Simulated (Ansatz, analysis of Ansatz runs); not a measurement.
**Na3BrO (Pm-3m), nudged elastic band: V_Na hop (4.5 Å) (q = −1)**

Wanted: path and barrier of a jump of Na in Na3BrO (Pm-3m) at charge −1. The case: V_Na hop (4.5 Å), in a cell of 60 host atoms with 1 Na taken out.

Method: plane-wave PAW DFT, PBEsol; nudged elastic band between two relaxed defect structures at fixed charge in a uniform background, in Ansatz 0.2.0.

## 1. The structure

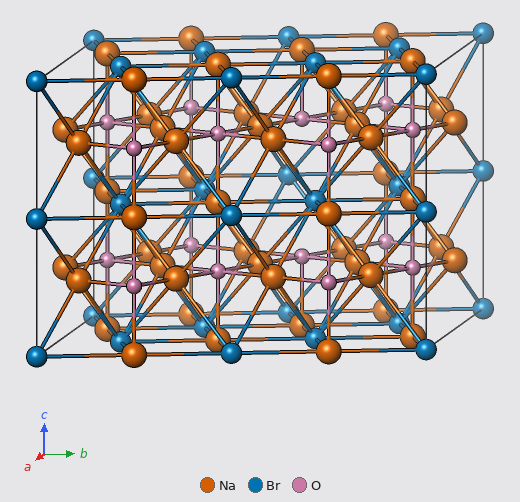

The cell as given, slightly off an axis (sodium orange, bromine blue, oxygen pink). Some periodic images of atoms are drawn too.

The cell holds 59 atoms: 35 Na, 12 Br and 12 O. Cell: a = 10.156 Å, b = 12.847 Å, c = 9.084 Å, α = 90.0°, β = 90.0°, γ = 108.4°. It derives from Na3BrO (space group Pm-3m). Nearest the centre at fractional (0.833, 0.333, 0.500): Br54 at 2.27 Å, Na22 at 2.27 Å, Na18 at 2.27 Å, Na3 at 2.27 Å, Br26 at 2.27 Å, O29 at 3.21 Å, O15 at 3.21 Å, O13 at 3.21 Å. The cell carries charge −1.

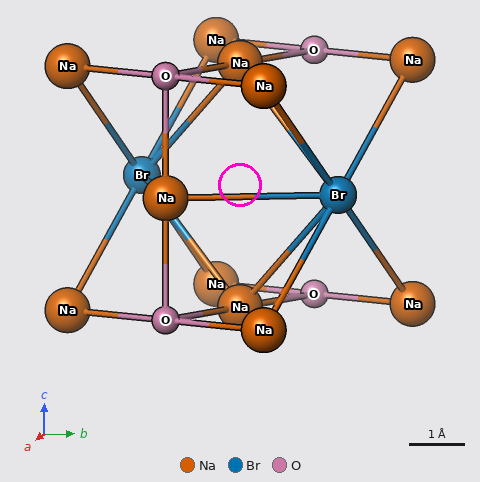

The atoms within 5 Å of the centre. A ring marks the centre wherever it is empty.

The cell's shortest repeat is 9.1 Å.

## 2. Relaxation of the start point, charge −1

The ends come first: from an unrelaxed start the top is counted from too high an energy, and the barrier comes out too low. Small random displacements break the symmetry of the ideal sites, so that the defect can distort if it gains by it. The charge of −1 is set by the electron count, and a uniform background keeps the cell neutral.

The input, qm1.start/input.yaml:

```yaml
crystal:
  lattice:
    - [9.08406471, 4.54203236, 0.0]
    - [-9.08406471, 9.08406471, 0.0]
    - [0.0, 0.0, 9.08406471]
  atoms:
    - { symbol: Na, position: [0.16666667, 0.16666667, 0.25] }
    - { symbol: Na, position: [0.5, 0.0, 0.25] }
    - { symbol: Na, position: [0.83333333, 0.33333333, 0.25] }
    - { symbol: Na, position: [0.16666667, 0.41666667, 0.25] }
    - { symbol: Na, position: [0.5, 0.25, 0.25] }
    - { symbol: Na, position: [0.83333333, 0.08333333, 0.25] }
    - { symbol: Na, position: [0.0, 0.25, 0.0] }
    - { symbol: Na, position: [0.33333333, 0.08333333, 0.0] }
    - { symbol: Na, position: [0.66666667, 0.41666667, 0.0] }
    - { symbol: Br, position: [0.0, 0.0, 0.0] }
    - { symbol: Br, position: [0.33333333, 0.33333333, 0.0] }
    - { symbol: Br, position: [0.66666667, 0.16666667, 0.0] }
    - { symbol: O, position: [0.0, 0.25, 0.25] }
    - { symbol: O, position: [0.33333333, 0.08333333, 0.25] }
    - { symbol: O, position: [0.66666667, 0.41666667, 0.25] }
    - { symbol: Na, position: [0.16666667, 0.16666667, 0.75] }
    - { symbol: Na, position: [0.5, 0.0, 0.75] }
    - { symbol: Na, position: [0.83333333, 0.33333333, 0.75] }
    - { symbol: Na, position: [0.16666667, 0.41666667, 0.75] }
    - { symbol: Na, position: [0.5, 0.25, 0.75] }
    - { symbol: Na, position: [0.83333333, 0.08333333, 0.75] }
    - { symbol: Na, position: [0.0, 0.25, 0.5] }
    - { symbol: Na, position: [0.33333333, 0.08333333, 0.5] }
    - { symbol: Br, position: [0.0, 0.0, 0.5] }
    - { symbol: Br, position: [0.33333333, 0.33333333, 0.5] }
    - { symbol: Br, position: [0.66666667, 0.16666667, 0.5] }
    - { symbol: O, position: [0.0, 0.25, 0.75] }
    - { symbol: O, position: [0.33333333, 0.08333333, 0.75] }
    - { symbol: O, position: [0.66666667, 0.41666667, 0.75] }
    - { symbol: Na, position: [0.16666667, 0.66666667, 0.25] }
    - { symbol: Na, position: [0.5, 0.5, 0.25] }
    - { symbol: Na, position: [0.83333333, 0.83333333, 0.25] }
    - { symbol: Na, position: [0.16666667, 0.91666667, 0.25] }
    - { symbol: Na, position: [0.5, 0.75, 0.25] }
    - { symbol: Na, position: [0.83333333, 0.58333333, 0.25] }
    - { symbol: Na, position: [0.0, 0.75, 0.0] }
    - { symbol: Na, position: [0.33333333, 0.58333333, 0.0] }
    - { symbol: Na, position: [0.66666667, 0.91666667, 0.0] }
    - { symbol: Br, position: [0.0, 0.5, 0.0] }
    - { symbol: Br, position: [0.33333333, 0.83333333, 0.0] }
    - { symbol: Br, position: [0.66666667, 0.66666667, 0.0] }
    - { symbol: O, position: [0.0, 0.75, 0.25] }
    - { symbol: O, position: [0.33333333, 0.58333333, 0.25] }
    - { symbol: O, position: [0.66666667, 0.91666667, 0.25] }
    - { symbol: Na, position: [0.16666667, 0.66666667, 0.75] }
    - { symbol: Na, position: [0.5, 0.5, 0.75] }
    - { symbol: Na, position: [0.83333333, 0.83333333, 0.75] }
    - { symbol: Na, position: [0.16666667, 0.91666667, 0.75] }
    - { symbol: Na, position: [0.5, 0.75, 0.75] }
    - { symbol: Na, position: [0.83333333, 0.58333333, 0.75] }
    - { symbol: Na, position: [0.0, 0.75, 0.5] }
    - { symbol: Na, position: [0.33333333, 0.58333333, 0.5] }
    - { symbol: Na, position: [0.66666667, 0.91666667, 0.5] }
    - { symbol: Br, position: [0.0, 0.5, 0.5] }
    - { symbol: Br, position: [0.33333333, 0.83333333, 0.5] }
    - { symbol: Br, position: [0.66666667, 0.66666667, 0.5] }
    - { symbol: O, position: [0.0, 0.75, 0.75] }
    - { symbol: O, position: [0.33333333, 0.58333333, 0.75] }
    - { symbol: O, position: [0.66666667, 0.91666667, 0.75] }
total_charge: -1
basis:
  ecutwfc: 420
  xc_grid: 2
hamiltonian:
  xc: pbesol
kpoints:
  mp_grid: { grid: [1, 1, 1], shift: [0.25, 0.25, 0.25] }
scf:
  occupations: { method: fixed }
  max_iter: 100
output:
  forces: true
relax:
  f_tol: 0.02
  max_steps: 70
  random_displacement: { amplitude: 0.03, seed: 4570 }
```

Command:

```console
> ansatz run input.yaml --threads 32 --pin off --max-ram 84787MiB --backend cuda --events-out ev --progress --plain --runs-dir out --max-vram 78GiB
```

The log of the run:

```text
[...]
Engine: ansatz 0.2.0, aarch64-unknown-linux-gnu
[...]
Pseudopotential: Na, paw, valence charge 9, recommended cutoff 420 eV (normal), Na.paw.azcp
Pseudopotential: Br, paw, valence charge 7, recommended cutoff 420 eV (normal), Br.paw.azcp
Pseudopotential: O, paw, valence charge 6, recommended cutoff 420 eV (normal), O.paw.azcp
Functional definition: PBEsol
[...]
Crystal: 59 atoms, lattice volume = 1124.429 Å³
Basis set: ecut = 420 eV, 22007 PW (Γ), exchange–correlation on 144×180×128 points (8 copies of the dense FFT grid, shifted against one another)
Bands: 295, of which v1, the nominal top of the filled ones, is band 236 counted from 1 (235 counted from 0)
[...]
k-points: 1
[...]
SCF iter   2: F=—  HF=-91268.761190 eV  |F-HF|=—  |Δ(HF+E_count)|=   3.02e-1  Δρ=4.16e-3  dr2=1.92e-1  ethr=1.96e-4  ⟨swp⟩=3.0  Hψ=553  notcnv=0  defer=57
[...]
SCF 1 converged in 9 iterations: F = -91268.709295 eV  dr2 = 9.52e-7
[...]
relax step   1: F+E_penalty+E_count = -91268.70929465 eV  Δ(F+E_penalty+E_count) = +0.000e0 eV  max|allowed force component| = 1.000e0 eV/Å  Δτ_max = 0.0000 Å  (9 SCF iters, dr2 threshold 1.00e-5 eV,  [...]
[...]
SCF iter   2: F=—  HF=-91269.289070 eV  |F-HF|=—  |Δ(HF+E_count)|=   1.85e-1  Δρ=4.06e-3  dr2=1.50e-1  ethr=1.37e-4  ⟨swp⟩=2.0  Hψ=316  notcnv=0  defer=57
[...]
SCF iter   7: F=-91269.235810 eV  HF=-91269.235810 eV  |F-HF|=2.07e-8  |Δ(HF+E_count)|=   1.18e-6  Δρ=2.62e-5  dr2=8.26e-6  ethr=1.32e-8  ⟨swp⟩=4.0  Hψ=741  notcnv=0
[...]
SCF 5 converged in 7 iterations: F = -91269.380122 eV  dr2 = 6.01e-8
relax step   5: F+E_penalty+E_count = -91269.38012220 eV  Δ(F+E_penalty+E_count) = -5.744e-3 eV  max|allowed force component| = 1.624e-2 eV/Å  Δτ_max = 0.0355 Å  (7 SCF iters, accepted)
SCF converged after 7 iterations
[...]
```

Run time: 3.5 s. Hardware: 1 × NVIDIA GB200 with 32 threads of Arm Neoverse V2, shared host; peak memory 1.4 GiB.

Relaxation path:

```
step  energy less that of the first step (eV)  largest force component (eV/Å)
   1                                   0.0000                          1.0003
   2                                  -0.5265                          0.2997
   3                                  -0.6268                          0.0699
   4                                  -0.6651                          0.0549
   5                                  -0.6708                          0.0162
```

The atoms that moved most (Å, from the sites as typed, ahead of the random displacement):

```
atom      dx      dy      dz  length
 Na5  -0.007   0.070   0.203   0.215
Na20  -0.006   0.070  -0.202   0.214
 Na3  -0.076  -0.006   0.194   0.208
Na35   0.008  -0.068   0.196   0.208
Na46   0.076   0.000  -0.192   0.207
Na50   0.007  -0.068  -0.195   0.206
Na31   0.075  -0.003   0.191   0.206
Na18  -0.075  -0.003  -0.191   0.205
```

Neighbours of Na22 at the end:

```
atom  distance (Å)
 O27         2.264
 O13         2.264
Br25         3.039
 Na3         3.174
Na18         3.175
Br24         3.189
Na16         3.198
 Na1         3.198
 Na4         3.223
Na19         3.223
Na21         3.227
 Na6         3.227
```

This step gave:

```yaml
free_energy: -91269.3801 eV
r_m_s_move_of_the_farther_half_of_the_atoms: 0.07282 Å
largest_move_from_the_ideal_geometry_of_this_structure_a_common_shift_of_the_far_atoms_taken_out: 0.2143 Å
```

The relaxation gained 0.671 eV and ended with a largest force component of 0.016 eV/Å.

## 3. Relaxation of the end point, charge −1

The end point is relaxed in the same cell and settings, so that the two energies compare. Atoms more than 3.2 Å from the middle of the hop start where the first relaxation left them, the nearer ones on or close to their ideal places, with small random displacements.

The input, qm1.end/input.yaml:

```yaml
crystal:
  lattice:
    - [9.08406471, 4.54203236, 0.0]
    - [-9.08406471, 9.08406471, 0.0]
    - [0.0, 0.0, 9.08406471]
  atoms:
    - { symbol: Na, position: [0.16606016, 0.16960719, 0.24376253] }
    - { symbol: Na, position: [0.50067668, 0.00223274, 0.2495685] }
    - { symbol: Na, position: [0.83333333, 0.33333333, 0.25] }
[... 1 atom line left out ...]
    - { symbol: Na, position: [0.50446745, 0.25593689, 0.27233339] }
[... 7 atom lines left out ...]
    - { symbol: O, position: [-0.00414161, 0.25136576, 0.2510385] }
[... 1 atom line left out ...]
    - { symbol: O, position: [0.66654129, 0.41726786, 0.23839314] }
[... 2 atom lines left out ...]
    - { symbol: Na, position: [0.83333333, 0.33333333, 0.75] }
[... 1 atom line left out ...]
    - { symbol: Na, position: [0.50451611, 0.25593389, 0.72775758] }
[... 1 atom line left out ...]
    - { symbol: Na, position: [-0.333333, 0.416667, 0.5] }
[... 3 atom lines left out ...]
    - { symbol: Br, position: [0.66666667, 0.16666667, 0.5] }
    - { symbol: O, position: [-0.00401934, 0.25132027, 0.74894975] }
[... 1 atom line left out ...]
    - { symbol: O, position: [0.66658985, 0.41728512, 0.76180139] }
[... 5 atom lines left out ...]
    - { symbol: Na, position: [0.82876386, 0.57866496, 0.27158496] }
[... 18 atom lines left out ...]
    - { symbol: Br, position: [0.0, 0.5, 0.5] }
[... 4 atom lines left out ...]
    - { symbol: O, position: [0.66651908, 0.91718181, 0.75015367] }
total_charge: -1
basis:
  ecutwfc: 420
  xc_grid: 2
hamiltonian:
  xc: pbesol
kpoints:
  mp_grid: { grid: [1, 1, 1], shift: [0.25, 0.25, 0.25] }
scf:
  occupations: { method: fixed }
  max_iter: 100
output:
  forces: true
relax:
  f_tol: 0.02
  max_steps: 70
  random_displacement: { amplitude: 0.01, seed: 4570 }
```

The log of the run:

```text
[...]
Crystal: 59 atoms, lattice volume = 1124.429 Å³
Basis set: ecut = 420 eV, 22007 PW (Γ), exchange–correlation on 144×180×128 points (8 copies of the dense FFT grid, shifted against one another)
Bands: 295, of which v1, the nominal top of the filled ones, is band 236 counted from 1 (235 counted from 0)
[...]
k-points: 1
[...]
SCF iter   2: F=—  HF=-91268.372990 eV  |F-HF|=—  |Δ(HF+E_count)|=   2.98e-1  Δρ=4.07e-3  dr2=1.86e-1  ethr=1.91e-4  ⟨swp⟩=3.0  Hψ=553  notcnv=0  defer=57
[...]
SCF 1 converged in 8 iterations: F = -91268.323313 eV  dr2 = 8.92e-6
[...]
relax step   1: F+E_penalty+E_count = -91268.32331298 eV  Δ(F+E_penalty+E_count) = +0.000e0 eV  max|allowed force component| = 9.515e-1 eV/Å  Δτ_max = 0.0000 Å  (8 SCF iters, dr2 threshold 1.00e-5 eV, [...]
[...]
SCF 5 converged in 3 iterations: F = -91269.379823 eV  dr2 = 3.97e-8
relax step   5: F+E_penalty+E_count = -91269.37982323 eV  Δ(F+E_penalty+E_count) = -1.125e-8 eV  max|allowed force component| = 1.994e-2 eV/Å  Δτ_max = 0.0000 Å  (3 SCF iters, accepted)
SCF converged after 3 iterations
[...]
```

Wall time 2.7 s (1 × NVIDIA GB200 with 32 threads); peak memory 1.5 GiB; 9.9 s of CPU time.

Relaxation path:

```
step  energy less that of the first step (eV)  largest force component (eV/Å)
   1                                   0.0000                          0.9515
   2                                  -0.7204                          0.4863
   3                                  -1.0378                          0.1001
   4                                  -1.0565                          0.0200
   5                                  -1.0565                          0.0199
```

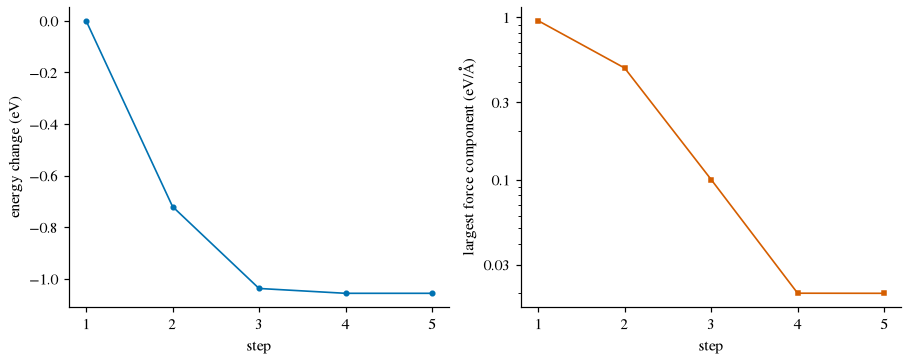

Energy and largest force along the relaxation.

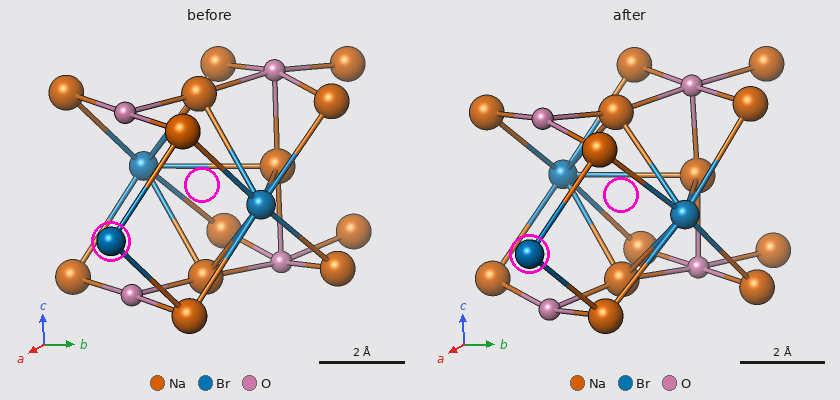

Before and after: the atoms that start within 5 Å of the centre. Br25, which moves most, is ringed if it is among them. A ring with no atom in it marks the empty centre.

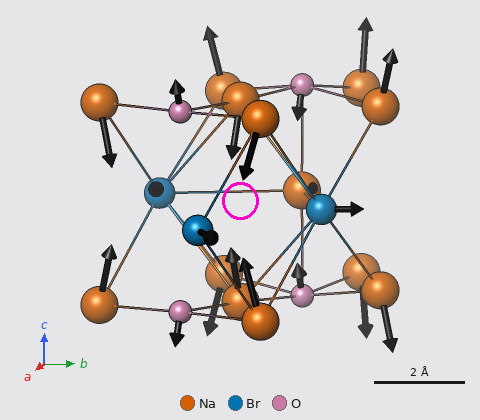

Displacements in the relaxation from the typed sites near the centre, exaggerated; the longest in the cell stands for 0.26 Å. A ring marks the centre wherever it is empty.

The atoms that moved most (Å, from the sites as typed, ahead of the random displacement):

```
atom      dx      dy      dz  length
Br25   0.165   0.200   0.000   0.259
Na16  -0.051  -0.021  -0.245   0.251
 Na1  -0.050  -0.023   0.245   0.251
Na31  -0.052  -0.017  -0.243   0.249
Na46  -0.053  -0.019   0.242   0.249
Na37  -0.157  -0.171   0.000   0.233
 Na5   0.004  -0.069  -0.222   0.233
Na21   0.022   0.071  -0.220   0.232
```

Neighbours of Na22 at the end:

```
atom  distance (Å)
 O15         2.263
 O29         2.264
Br25         3.045
 Na3         3.171
Na18         3.171
Br56         3.191
Na46         3.196
Na31         3.197
Na20         3.217
 Na5         3.219
Na35         3.227
Na50         3.229
Br26         3.248
```

Read from the output:

| Item | Value |
| --- | --- |
| free energy | -91269.3798 eV |
| r.m.s. move of the farther half of the atoms | 0.07961 Å |
| largest move from the ideal geometry of this structure, a common shift of the far atoms taken out | 0.2179 Å |

The relaxation gained 1.057 eV and ended with a largest force component of 0.020 eV/Å. The end lies within 1 meV of the start.

[end of part 1 of 3]

[Logs are printed without paths, hosts, clocks, repeated set-up lines and the standing remarks that a program may print on its own settings, such as how far it seeks lower states.]

[Hosts, paths, dates, database ids (printed as entryN), source tags and the programs' standing remarks are cut or masked in the printed files.]
